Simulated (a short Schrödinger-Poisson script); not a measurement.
Structure: gated Al0.25Ga0.75As/GaAs δ-doped gas in a quantum well, at 300 K.

```csv
layer,material,thickness (nm),Na (cm⁻³)
1,Al0.25Ga0.75As,15,-
2,Al0.25Ga0.75As,3,-
3,GaAs,8,-
4,Al0.25Ga0.75As,4000,2e14
```

Constants are typed, rounded textbook-type inputs, not results; the design itself was drawn at random and stands for no fabricated device. Al0.25Ga0.75As: permittivity 12.19, conduction-band edge (eV) 0.198, gap (eV) 1.736, electron mass (mₑ) 0.0878, Nv at 300 K (cm⁻³) 9e18. GaAs: permittivity 12.9, conduction-band edge (eV) 0, gap (eV) 1.424, Nv at 300 K (cm⁻³) 9e18.

Channel valleys (confinement mass, in-plane density-of-states mass, number): Γ 0.067, 0.067, 1. At the gate the conduction-band edge of layer 1 lies 0.95 eV − eVg above the Fermi level of the channel; the field vanishes at the back. Sheet of ionised δ-doping: +2.4e12 e/cm² at 15 nm from the gate. The barrier under the gate holds no holes. Gaps are held at their typed values at every temperature. Mesh 0.08 nm at interfaces.

Solved with a short Schrödinger-Poisson script written for these runs: 1D Poisson equation in equilibrium, electrons quantum, Hartree (BenDaniel-Duke, 40 states a valley, the channel's in-plane mass for all, wave functions free to enter the barrier), parabolic valleys, classical holes, full ionisation, no traps, pinning or gate leakage.

Only gate voltages with over 1e8 electrons/cm² are shown.

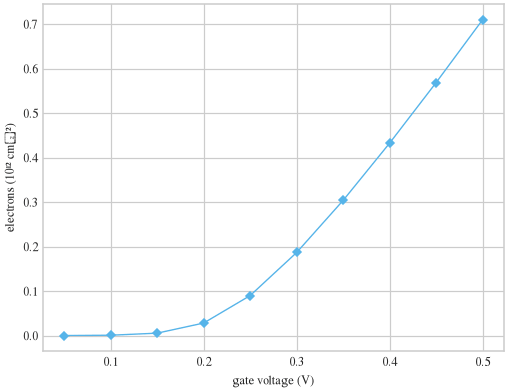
Fig. 1. Sheet density against gate voltage

```
Vg (V)  electrons (cm⁻²)  in the channel layer  C (μF/cm²)  Γ E0 (meV)  Γ E1 (meV)
------  ----------------  --------------------  ----------  ----------  ----------
0.5              7.10e11               6.46e11       0.460       -11.8        91.8
0.45             5.69e11               5.21e11       0.446        -3.5       101.4
0.4              4.33e11               3.98e11       0.427         6.1       112.1
0.35             3.04e11               2.81e11       0.398        17.5       124.6
0.3              1.87e11               1.73e11       0.351        32.2       140.1
0.25             9.00e10               8.35e10       0.266        52.8       161.4
0.2              2.82e10               2.62e10       0.133        83.8       192.9
0.15              5.48e9                5.09e9      0.0357       126.6       235.8
0.1               8.52e8                7.92e8     0.00917       174.8       284.1
0.05              1.26e8                1.17e8     0.00481       224.2       333.5
```

Subbands count from the Fermi level.
